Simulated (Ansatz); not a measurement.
**MnSb (P6_3/mmc): which electronic and magnetic state is lowest**

Which start takes MnSb (P6_3/mmc) lowest in energy?

Method: DFT PBE, scalar-relativistic, plane waves, PAW, in Ansatz 0.2.0.

### 1 The starting structure

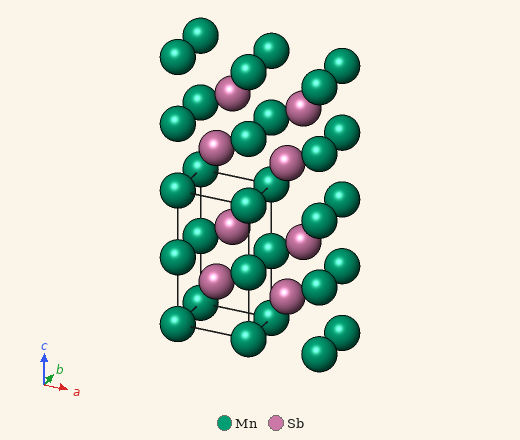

The starting structure, seen slightly off an axis (manganese teal, antimony pink). 2×1×2 cells are drawn. Atoms on the faces are drawn again on the opposite ones.

As a file:

```cif
data_structure
_symmetry_space_group_name_H-M 'P6_3/mmc'
_symmetry_Int_Tables_number 194
_cell_length_a 4.1300
_cell_length_b 4.1300
_cell_length_c 5.8000
_cell_angle_alpha 90.000
_cell_angle_beta 90.000
_cell_angle_gamma 120.000
_cell_volume 85.68
loop_
_atom_site_label
_atom_site_type_symbol
_atom_site_symmetry_multiplicity
_atom_site_Wyckoff_symbol
_atom_site_fract_x
_atom_site_fract_y
_atom_site_fract_z
_atom_site_occupancy
Mn1 Mn 2 a 0.00000 0.00000 0.00000 1
Sb1 Sb 2 c 0.33333 0.66667 0.25000 1
```

The cell is the deposited one, not relaxed. At PBE, an earlier run found -2.84 GPa for this cell of 21.419 Å³/atom (10×10×6 mesh), a metal on this mesh, moments in the atoms' spheres Mn 3.43; Sb -0.12 μB.

### 2 No spin polarisation

Contents of input.yaml:

```yaml
crystal:
  lattice:
    - [4.1299975144, 0.0, 0.0]
    - [-2.0649987572, 3.576682765, 0.0]
    - [0.0, 0.0, 5.7999994997]
  atoms:
    - { symbol: Mn, position: [0.0, 0.0, 0.0] }
    - { symbol: Mn, position: [0.0, 0.0, 0.5] }
    - { symbol: Sb, position: [0.3333333333, 0.6666666667, 0.25] }
    - { symbol: Sb, position: [0.6666666667, 0.3333333333, 0.75] }
basis:
  ecutwfc: 420
  ecutrho_ratio: 4
kpoints:
  mp_grid: { grid: [10, 10, 6] }
hamiltonian:
  xc: pbe
scf:
  occupations: { method: gaussian, width: 0.05 }
output:
  forces: true
  stress: true
  eigenvalues: true
```

Started as:

```bash
ansatz run input.yaml --threads 4 --pin off --max-ram 9216MiB --backend cpu --events-out ev --progress --plain --runs-dir out
```

Output, cut to the lines that bear on the results:

```text
Warning: RAYON_NUM_THREADS=4 ignored (pool sized by the plan → 4); use --threads N
[...]
Pseudopotentials: kind: paw
Pseudopotential: Mn, paw, valence charge 15, recommended cutoff 420 eV (normal), Mn.paw.azcp
Pseudopotential: Sb, paw, valence charge 15, recommended cutoff 420 eV (normal), Sb.paw.azcp
Functional definition: PBE
[...]
Crystal: 4 atoms, lattice volume = 85.676 Å³
Basis set: ecut = 420 eV, 1651 PW (Γ), exchange–correlation on 60×60×80 points (8 copies of the dense FFT grid, shifted against one another)
Bands: 36, of which v1, the nominal top of the filled ones, is band 30 counted from 1 (29 counted from 0)
Symmetry: 24 space group operations
Space group: P63/mmc (ITA 194), of the structure as read, at distance tolerance 4.4e-5 Å
k-points: 56 of 600
[...]
SCF iter   1: F=—  HF=-20764.639270 eV  |F-HF|=—  |Δ(HF+E_count)|=         —  Δρ=1.25e-2  dr2=4.24e-2  ethr=1.77e-3  ⟨swp⟩=6.0  Hψ=7773  notcnv=0
[...]
SCF iter   8: F=-20764.631284 eV  HF=-20764.631284 eV  |F-HF|=4.00e-10  |Δ(HF+E_count)|=   1.45e-8  Δρ=2.61e-6  dr2=7.59e-9  ethr=1.67e-10  ⟨swp⟩=6.0  Hψ=7600  notcnv=0
[...]
SCF converged after 8 iterations
Free energy (F): -20764.631284 eV
[...]
E sigma→0 (E₀):  -20764.621920 eV
Entropy (-TS):   -0.018728 eV (-4.682 meV/atom)
Fermi energy:    11.648285 eV
[...]
--- Forces (eV/Å), atoms counted from 1 ---
  atom   1  Mn     0.00000000     0.00000000     0.00000000
  atom   2  Mn     0.00000000    -0.00000000     0.00000000
  atom   3  Sb     0.00000000    -0.00000000     0.00000000
  atom   4  Sb    -0.00000000     0.00000000    -0.00000000
[...]
--- Stress (GPa, compression-positive) ---
      -13.144934      -0.000000      -0.000000
       -0.000000     -13.144934      -0.000000
       -0.000000      -0.000000     -21.470530
  P = ⅓ Tr σ = -15.9201 GPa (-159.201 kbar)
--- Band table (eV; the first three rows and the last of 56) ---
[...]
```

It took 2.3 s on 4 threads of Intel Xeon Gold 6455B (Sapphire Rapids), shared host; peak memory 0.54 GiB.

In short: volume 21.419 Å³/atom, pressure -15.92 GPa, no gap.

### 3 Antiferromagnetic in the cell, signs +-

Edit input.yaml of step 2 so:

```diff
@@ -6,4 +6,4 @@
   atoms:
-    - { symbol: Mn, position: [0.0, 0.0, 0.0] }
-    - { symbol: Mn, position: [0.0, 0.0, 0.5] }
+    - { symbol: Mn, position: [0.0, 0.0, 0.0], spin: 3.5 }
+    - { symbol: Mn, position: [0.0, 0.0, 0.5], spin: -3.5 }
     - { symbol: Sb, position: [0.3333333333, 0.6666666667, 0.25] }
@@ -23 +23,8 @@
   eigenvalues: true
+  populations: true
+  write_density: true
+  write_potential: true
+  elf: true
+  volumetric_format: npy
+magnetization:
+  spin_polarized: true
```

Started as:

```bash
ansatz run input.yaml --threads 4 --pin off --max-ram 9216MiB --backend cpu --events-out ev --progress --plain --runs-dir out
```

Output, cut to the lines that bear on the results:

```text
Warning: RAYON_NUM_THREADS=4 ignored (pool sized by the plan → 4); use --threads N
[...]
[... 4 set-up lines as earlier in the session ...]
[...]
Crystal: 4 atoms, lattice volume = 85.676 Å³
Basis set: ecut = 420 eV, 1651 PW (Γ), exchange–correlation on 60×60×80 points (8 copies of the dense FFT grid, shifted against one another)
Bands: 41, of which v1, the nominal top of the filled ones, is band 30 counted from 1 (29 counted from 0)
Symmetry: 12 space group operations
Space group: P-3m1 (ITA 164), of the structure as read, at distance tolerance 4.4e-5 Å
Magnetic group: BNS 194.269 (UNI 1499), of the structure as read, at distance tolerance 4.4e-5 Å
k-points: 72 of 600
[...]
Starting moments: Σ|m| = 7 μB on 2 of 4 sites
[...]
WARN: an SCF from ferromagnetic starting moments (-3.50, -3.50, 0.00, 0.00 Bohr magnetons, atom by atom) was not made, by what the run has read of turns of its moments that order reads lower: the deck asks for what bars it, or types moments that do (magnetization.spin_polarized, in the [...]
Per-site moments (μB) at R_I (Å): [(3.3549084913655935, 1.1511725918713778), (-3.354909362426723, 1.1511725918713778), (-4.3460653765572837e-7, 1.1511725918713778), (-4.346065371127297e-7, 1.1511725918713778)]
Free energy (F): -20766.429562 eV
[...]
E sigma→0 (E₀):  -20766.427359 eV
Entropy (-TS):   -0.004406 eV (-1.102 meV/atom)
Fermi energy:    12.107832 eV
[...]
--- Forces (eV/Å), atoms counted from 1 ---
  atom   1  Mn    -0.00000000     0.00000000     0.00000000
  atom   2  Mn     0.00000000     0.00000000     0.00000000
  atom   3  Sb     0.00000000     0.00000000     0.00000119
  atom   4  Sb    -0.00000000    -0.00000000    -0.00000119
[...]
--- Stress (GPa, compression-positive) ---
       -3.217550      -0.000000      -0.000000
       -0.000000      -3.217550       0.000000
       -0.000000       0.000000      -3.391223
  P = ⅓ Tr σ = -3.2754 GPa (-32.754 kbar)
--- Band table (eV; the first three rows and the last of 144) ---
[...]
--- Löwdin populations: 4 sites ---
  site symbol       q [e]    m [muB]
     0     Mn     14.3897     3.5239
     1     Mn     14.3897    -3.5239
     2     Sb     15.4355    -0.0000
     3     Sb     15.4355    -0.0000
  spilling = 0.005827 (of n_electrons = 60.000000)
```

Caution: the run may have ended on a state that is not the lowest.

It took 12 s on 4 threads of Intel Xeon Gold 6455B (Sapphire Rapids), shared host; peak memory 0.76 GiB.

This gives: volume 21.419 Å³/atom, pressure -3.28 GPa, no gap, moments in the atoms' spheres Mn 3.35, -3.35 μB.

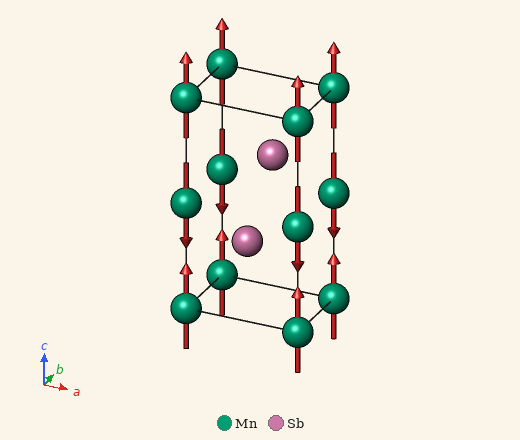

Spin moments on the atoms; the longest arrow is 3.35 μB, and the direction is arbitrary without spin–orbit coupling.

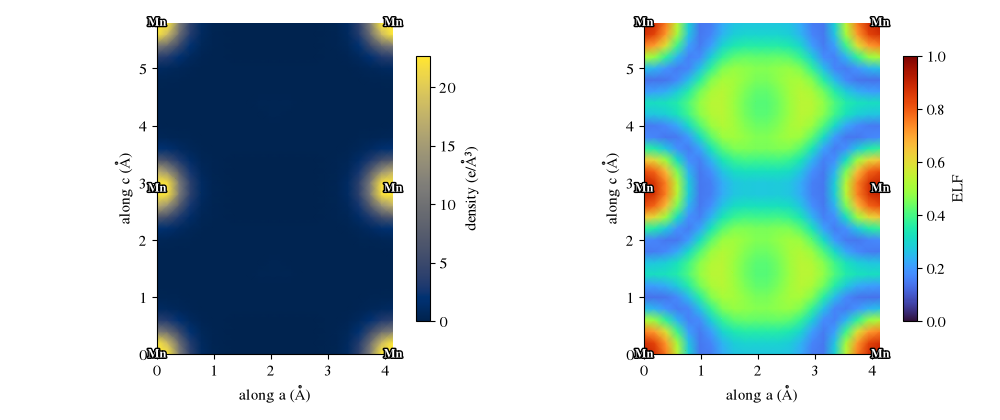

Density (left) and ELF (right) in a lattice plane of the grid's cell (edges 4.13 and 5.80 Å, at 0.000 of the third edge), which holds Mn. Only atoms in the plane are labelled; the density scale stops at 22.66 e/Å³. Both are smooth fields of the valence electrons: close to the nuclei they are not physical.

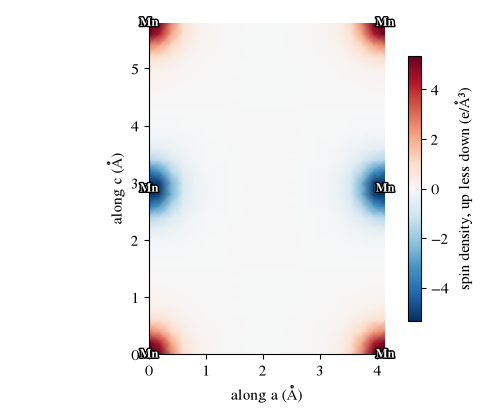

Spin density in a lattice plane of the grid's cell (edges 4.13 and 5.80 Å, at 0.000 of the third edge), which holds Mn.

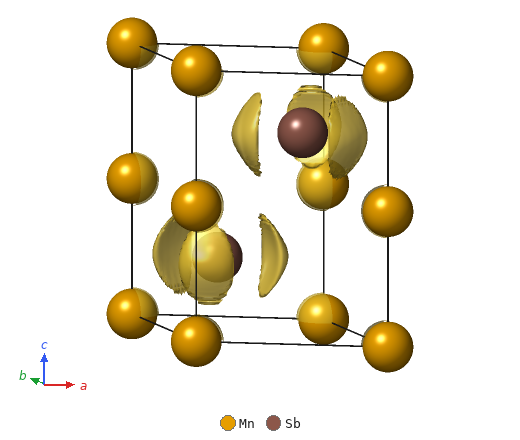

Surface of ELF = 0.55, drawn in one cell.

Outside the cores ELF peaks at 0.61 beside Sb, off the lines to its neighbours, 1.4 Å from Sb.

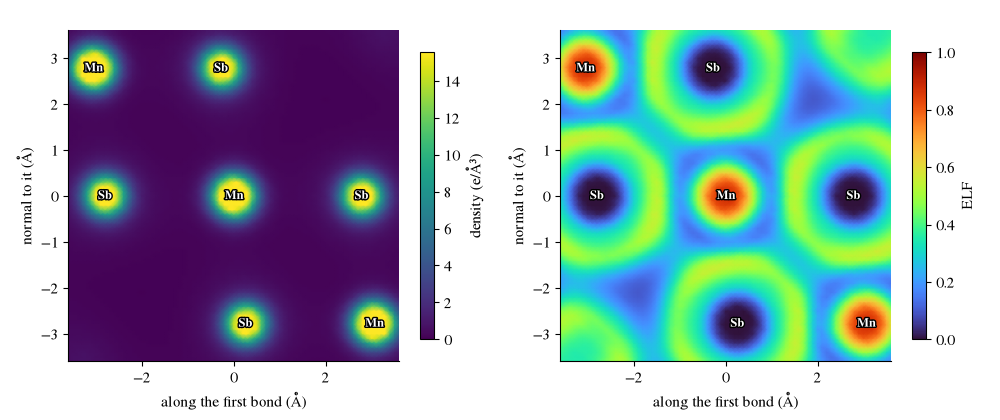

Density and ELF in the plane through atom 1 (Mn) and two of its nearest Sb neighbours; the density scale stops at 15.55 e/Å³.

(Part 1 of 2 ends here.)
